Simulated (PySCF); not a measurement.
# HS− (hydrosulfide): r2SCAN/6-31G(d) (spherical functions)

Aim: the energy change on altering one bond length of HS− (hydrosulfide) at r2SCAN/6-31G* (spherical functions), from 2 runs. The job is set up through a Python script.

The calculation is run with PySCF 2.14.0.

9 further runs of the same task are left out: 9 set aside as unsound or not needed.

## 1. The molecule

HS− has 2 atoms, charge -1, and is taken as a singlet. As SMILES, `[SH-]`. The shape is that of a PBE0-D4/def2-TZVPD optimisation.

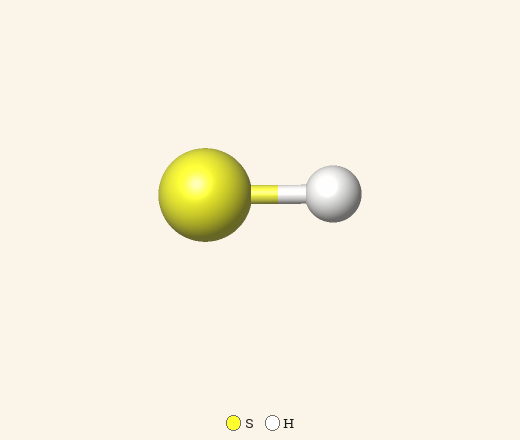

The structure, seen from a chosen angle (sulfur yellow, hydrogen white).

## 2. A single-point energy at r2SCAN/6-31G(d) (spherical functions)

File geometry.xyz:

```xyz
2
HS
S      0.574700    -0.187900     0.295500
H     -0.574700     0.187900    -0.295500
```

File run.py:

```python
# [SH-]
from pyscf import gto, dft

system = gto.Mole()
system.atom = 'geometry.xyz'
system.basis = '6-31g*'
system.verbose = 3
system.max_memory = 1860
system.charge = -1
system.build()

calc0 = dft.RKS(system, xc='r2scan')
calc0.grids.level = 5
calc0.conv_tol = 1e-10
calc0.kernel()
if not calc0.converged:
    calc0 = calc0.newton().run(calc0.mo_coeff, calc0.mo_occ)

energy = calc0.e_tot
print('Final energy', energy)
```

Command:

```sh
$ OMP_NUM_THREADS=1 python run.py
```

The program printed:

```text
converged SCF energy = -398.755478390783
Final energy -398.75547839078286
```

It took 1.8 s on 1 thread of Arm Neoverse V1, shared host; peak memory 0.18 GiB.

## 3. The distorted shape, same level

File run.py:

```python
from pyscf import gto, dft

molecule = gto.Mole()
molecule.atom = [
    ('S', (1.149442, -0.375814, 0.591022)),
    ('H', (-0.574700, 0.187900, -0.295500)),
]
molecule.verbose = 3
molecule.max_memory = 1860
molecule.charge = -1
molecule.basis = '6-31g*'
molecule.build()

ks = dft.RKS(molecule, xc='r2scan')
ks.conv_tol = 1e-10
ks.grids.level = 5
ks.kernel()
if not ks.converged:
    ks = ks.newton().run(ks.mo_coeff, ks.mo_occ)

energy = ks.e_tot
print('E = %.10f Eh' % energy)
```

Command:

```sh
$ OMP_NUM_THREADS=1 python run.py
```

The program printed:

```text
converged SCF energy = -398.685425417908
E = -398.6854254179 Eh
```

Wall time 1.9 s (1 thread of Arm Neoverse V1, shared host); peak memory 0.18 GiB.

## 4. Results

Level: r2SCAN/6-31G* (spherical functions).

```
                                                              quantity          value
                                             first shape: total energy  -398.75548 Eh
                                              first shape: HOMO energy        1.88 eV
                                              first shape: LUMO energy        8.05 eV
    first shape: HOMO–LUMO gap (to an unbound level, set by the basis)        6.16 eV
                                         distorted shape: total energy  -398.68543 Eh
                                          distorted shape: HOMO energy        1.53 eV
                                          distorted shape: LUMO energy        3.56 eV
distorted shape: HOMO–LUMO gap (to an unbound level, set by the basis)        2.03 eV
     energy change with the S1–H2 bond stretched from 1.346 to 2.019 Å       1.906 eV
```

With the S1–H2 bond stretched from 1.346 to 2.019 Å the energy rises by 1.91 eV (44 kcal/mol). The first shape isn't relaxed at this level, so the change isn't measured from a minimum. The HOMO (first shape) lies at positive energy, 1.88 eV, as semi-local functionals often give for anions; only total energies tell whether the electron is bound. The HOMO (distorted shape) lies at positive energy, 1.53 eV, as semi-local functionals often give for anions; only total energies tell whether the electron is bound.
